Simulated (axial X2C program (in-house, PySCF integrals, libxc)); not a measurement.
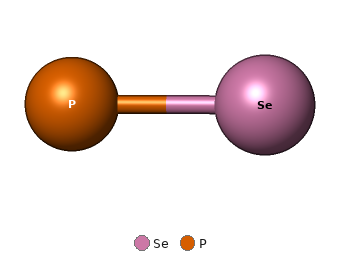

The molecule at the reference distance of 2.037 Å.

## SeP: relativistic diatomic calculation

- system: SeP, single determinant with Ω = 1/2.
- method: LDA, two-component X2C with atomic mean-field Coulomb and Gaunt terms, Se dyall-v3z, P dyall-v3z (cores contracted) (axial X2C program (in-house, PySCF integrals, libxc))

### Input
```
{"zs": [34, 15], "q": 0, "bas": ["dyall-v3z", "dyall-v3z"], "levels": ["PBE0", "HF", "LDA", "B97-3"], "cc": false, "r0": 3.553, "npts": 10, "nst": 2, "ntry": 6}
```

The line is the task of a batch: nuclear charges, charge, bases, the levels to run, a first guess of the distance and further settings. This report covers LDA with spin-orbit coupling. The log is that of the reference distance 2.037 Å.

Hardware: 1 thread of Arm Neoverse N1, 54 GiB of memory available, shared host.

The run was one of a batch that the task file lists, launched with:
```bash
python <driver script> task.json out
```

### Output
```
two-component X2C + atomic mean field  LDA
basis functions 118  fitting functions 777  grid points 5078
iter        total energy     max residual
   1      -2766.444161826     2.26e-01
   2      -2766.456517972     9.95e-03
   3      -2766.450772451     2.02e-02
   4      -2766.451410377     2.22e-02
   5      -2766.457188941     3.13e-03
   6      -2766.457330746     5.45e-04
   7      -2766.457334434     9.51e-05
   8      -2766.457334622     1.82e-05
   9      -2766.457334646     2.15e-06
  10      -2766.457334647     5.77e-07
converged
one-electron -4114.42840040  Coulomb 1323.43179413  exact exchange 0.00000000  xc functional -107.00689125  nuclear repulsion 132.48913970  atomic mean-field constant -0.94297682
```

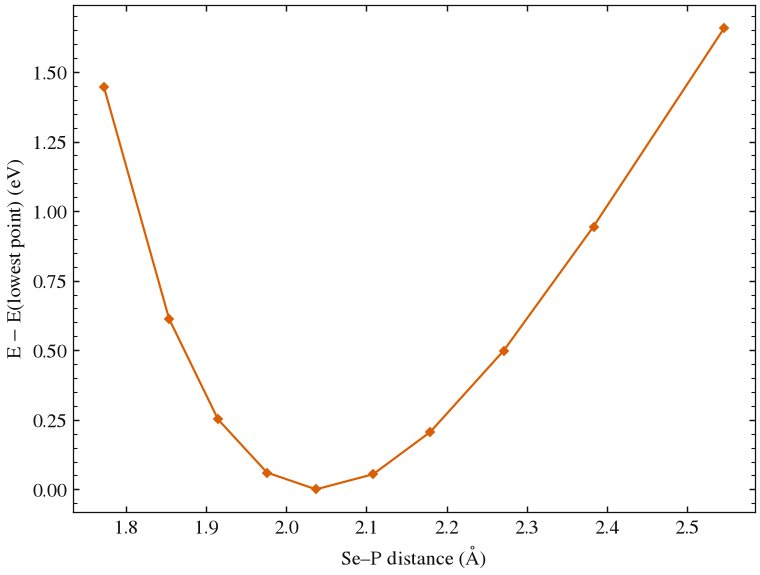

Energy at 10 bond lengths, for one set of occupations held fixed; the line joins the points. A polynomial of degree 6 through 9 points gives rₑ = 2.040 Å, ωₑ = 564.6 cm⁻¹, ωₑxₑ = 1.6 cm⁻¹ and Bₑ = 0.1814 cm⁻¹. The minimum lies 4.98 eV below Se + P, each computed as one determinant at the same level.

### What the run reported

- outcome: converged
- bond length rₑ: 2.040 Å
- ωₑ: 564.6 cm⁻¹
- energy at the minimum: −2766.45734 hartree
- depth below the fragments: 4.98 eV
- wall time: 2.8 s

### What is odd here

The input is odd on purpose: far start. The program ran to the end. Its numbers are those of the input as typed; this run alone doesn't show how far the oddity moves them.
